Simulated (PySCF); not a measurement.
Potential energy curve for SMILES [SiH2](Cl)Cl. The Si2–H5 bond (Si2 also carries Cl, Cl, H; H5 carries nothing else) is stretched with both fragments frozen at the PBE0/def2-TZVP optimised geometry.

- UKS-PBE = unrestricted PBE/cc-pVDZ (PySCF)
- RKS-B3LYP = restricted B3LYP/cc-pVDZ in PySCF
- UKS-BHandHLYP = unrestricted BHandHLYP/cc-pVDZ (PySCF)

Magnitude of the dipole moment (D; its direction can reverse along the curve, and a method can change to another solution) and Mulliken charge of the fragment that holds Si2:

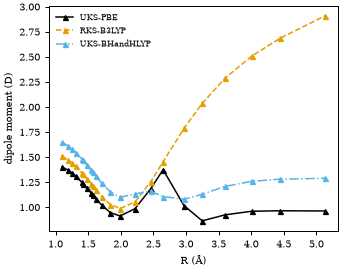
Figure. Dipole moment against bond length.

| R / Å | μ UKS-PBE | q UKS-PBE | μ RKS-B3LYP | q RKS-B3LYP | μ UKS-BHandHLYP | q UKS-BHandHLYP |
|---|---|---|---|---|---|---|
| 1.10 | 1.40 | 0.20 | 1.51 | 0.24 | 1.65 | 0.26 |
| 1.19 | 1.37 | 0.11 | 1.47 | 0.16 | 1.61 | 0.17 |
| 1.25 | 1.34 | 0.07 | 1.44 | 0.11 | 1.58 | 0.13 |
| 1.31 | 1.31 | 0.04 | 1.41 | 0.08 | 1.54 | 0.10 |
| 1.40 | 1.25 | 0.02 | 1.35 | 0.05 | 1.48 | 0.07 |
| 1.42 | 1.24 | 0.02 | 1.33 | 0.05 | 1.47 | 0.06 |
| 1.48 | 1.19 | 0.01 | 1.28 | 0.04 | 1.42 | 0.05 |
| 1.54 | 1.15 | 0.01 | 1.24 | 0.04 | 1.37 | 0.05 |
| 1.57 | 1.12 | 0.01 | 1.21 | 0.04 | 1.35 | 0.05 |
| 1.62 | 1.08 | 0.01 | 1.17 | 0.04 | 1.31 | 0.05 |
| 1.71 | 1.02 | 0.02 | 1.10 | 0.05 | 1.24 | 0.05 |
| 1.84 | 0.95 | 0.03 | 1.03 | 0.06 | 1.15 | 0.06 |
| 1.99 | 0.91 | 0.05 | 0.99 | 0.07 | 1.10 | 0.08 |
| 2.22 | 0.99 | 0.07 | 1.05 | 0.09 | 1.13 | 0.09 |
| 2.46 | 1.18 | 0.09 | 1.25 | 0.11 | 1.16 | 0.09 |
| 2.65 | 1.37 | 0.10 | 1.45 | 0.12 | 1.11 | 0.07 |
| 2.97 | 1.02 | 0.05 | 1.79 | 0.13 | 1.08 | 0.04 |
| 3.25 | 0.86 | 0.02 | 2.04 | 0.14 | 1.13 | 0.02 |
| 3.60 | 0.92 | 0.00 | 2.29 | 0.14 | 1.21 | 0.01 |
| 4.01 | 0.96 | 0.00 | 2.51 | 0.14 | 1.26 | 0.00 |
| 4.44 | 0.96 | 0.00 | 2.68 | 0.13 | 1.28 | 0.00 |
| 5.13 | 0.96 | 0.00 | 2.91 | 0.13 | 1.29 | 0.00 |

The unrestricted determinant behind UKS-PBE is spin-contaminated at 2.97 to 5.13 Å (<S²> up to 1.0, against 0.00 for a pure singlet). At the longest distance RKS-B3LYP leaves fractional charges on the fragments, a sign of delocalisation error or of the restricted form. The restricted form behind RKS-B3LYP keeps the bonding electrons paired and can't separate into open-shell fragments. The unrestricted determinant behind UKS-BHandHLYP is spin-contaminated at 2.46 to 5.13 Å (<S²> up to 1.0, against 0.00 for a pure singlet).
